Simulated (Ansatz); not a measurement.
# CH4BO+ (SMILES B1C[OH+]1): one structure at several levels

How do the functionals fare away from a minimum? The structure is a structure displaced at random from a GFN2-xTB minimum.

Program: Ansatz 0.2.0, Gaussian basis. Level of theory: single points in def2-TZVPP. These are calculated values, not measurements.

Cores are frozen in the correlated methods.

### Step 1. The starting structure

SMILES `B1C[OH+]1`, 7 atoms, charge 1, spin multiplicity 1.

Atoms are counted from 1 here; the program's logs count them from 0.

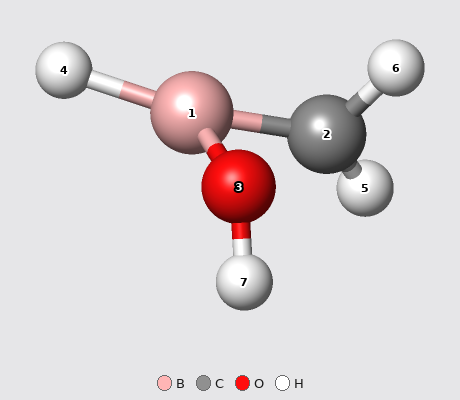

As it starts; boron pink, carbon grey, oxygen red, hydrogen white; atoms are numbered from 1 in the order of the file.

Geometry (Å):

```xyz
7
CH4BO
B    -0.7276   -0.2457   -0.2263
C     0.2385    0.6814    0.3417
O     0.3927   -0.9515    0.1498
H    -1.8863   -0.8547   -0.7785
H     0.7835    1.2932   -0.0991
H     0.2230    0.8861    1.4151
H     1.2027   -1.1041   -0.4239
```

### Step 2. CCSD(T)/def2-TZVPP

Contents of run/in.yaml:

```yaml
crystal:
  periodic: [false, false, false]
  atoms:
    - {symbol: B, position_ang: [-0.727600, -0.245700, -0.226300]}
    - {symbol: C, position_ang: [0.238500, 0.681400, 0.341700]}
    - {symbol: O, position_ang: [0.392700, -0.951500, 0.149800]}
    - {symbol: H, position_ang: [-1.886300, -0.854700, -0.778500]}
    - {symbol: H, position_ang: [0.783500, 1.293200, -0.099100]}
    - {symbol: H, position_ang: [0.223000, 0.886100, 1.415100]}
    - {symbol: H, position_ang: [1.202700, -1.104100, -0.423900]}
basis:
  gaussian: {orbitals: def2-TZVPP}
total_charge: 1
correlation: {method: ccsd_t}
output: {forces: true}
```

No record of the launch command was kept for these runs.

### Step 3. PBE0-D4/def2-TZVPP

run/in.yaml, as its differences from that of step 2:

```diff
@@ -13,3 +13,3 @@
 total_charge: 1
-correlation: {method: ccsd_t}
-output: {forces: true}
+hamiltonian: {xc: pbe0, dispersion: d4}
+output: {forces: true, orbitals: {seedname: orbitals}}
```

### Step 4. wB97M-V/def2-TZVPP

run/in.yaml, as its differences from that of step 3:

```diff
@@ -13,3 +13,3 @@
 total_charge: 1
-hamiltonian: {xc: pbe0, dispersion: d4}
-output: {forces: true, orbitals: {seedname: orbitals}}
+hamiltonian: {xc: {name: wB97M-V}}
+output: {forces: true}
```

### Step 5. r2SCAN-D4/def2-TZVPP

run/in.yaml, as its differences from that of step 4:

```diff
@@ -13,3 +13,3 @@
 total_charge: 1
-hamiltonian: {xc: {name: wB97M-V}}
+hamiltonian: {xc: r2scan, dispersion: d4}
 output: {forces: true}
```

### Step 6. PBE-D4/def2-TZVPP

run/in.yaml, as its differences from that of step 5:

```diff
@@ -13,3 +13,3 @@
 total_charge: 1
-hamiltonian: {xc: r2scan, dispersion: d4}
+hamiltonian: {xc: pbe, dispersion: d4}
 output: {forces: true}
```

### Step 7. BHLYP-D4/def2-TZVPP

run/in.yaml, as its differences from that of step 6:

```diff
@@ -13,3 +13,3 @@
 total_charge: 1
-hamiltonian: {xc: pbe, dispersion: d4}
+hamiltonian: {xc: {name: BHLYP}, dispersion: d4}
 output: {forces: true}
```

### Step 8. LC-wPBE/def2-TZVPP

run/in.yaml, as its differences from that of step 7:

```diff
@@ -13,3 +13,3 @@
 total_charge: 1
-hamiltonian: {xc: {name: BHLYP}, dispersion: d4}
+hamiltonian: {xc: {name: LC-wPBE}}
 output: {forces: true}
```

(Steps that only read results are left out.)

What does the calculation give? Wanted: energy less free atoms, CCSD(T)/def2-TZVPP; RMS force component; RMS force error; HOMO and LUMO, PBE0-D4; T1 diagnostic.

**Answer**, as computed:

```
                                  quantity                                                                                            value
energy less free atoms, CCSD(T)/def2-TZVPP                                                                                   -1581.9 kJ/mol
                       RMS force component                                                             3.259 to 3.344 eV/Å over the methods
                           RMS force error  PBE0-D4 0.235, wB97M-V 0.150, r2SCAN-D4 0.163, PBE-D4 0.248, BHLYP-D4 0.299, LC-wPBE 0.306 eV/Å
                    HOMO and LUMO, PBE0-D4                                                                              -15.95 and -7.71 eV
                             T1 diagnostic                                                                                            0.015
```

What this shows: Against CCSD(T) the functionals' energies less atoms differ by -137.1 to +4.1 kJ/mol, PBE-D4 by -137.1 kJ/mol. A larger basis would deepen the CCSD(T) value, while the functionals are nearly converged already, so the order here is not reliable. The forces of wB97M-V come nearest to CCSD(T), those of LC-wPBE are farthest. Frozen-core CCSD(T) forces in triple zeta carry basis errors of their own, and this is one geometry, so small gaps rank nothing.
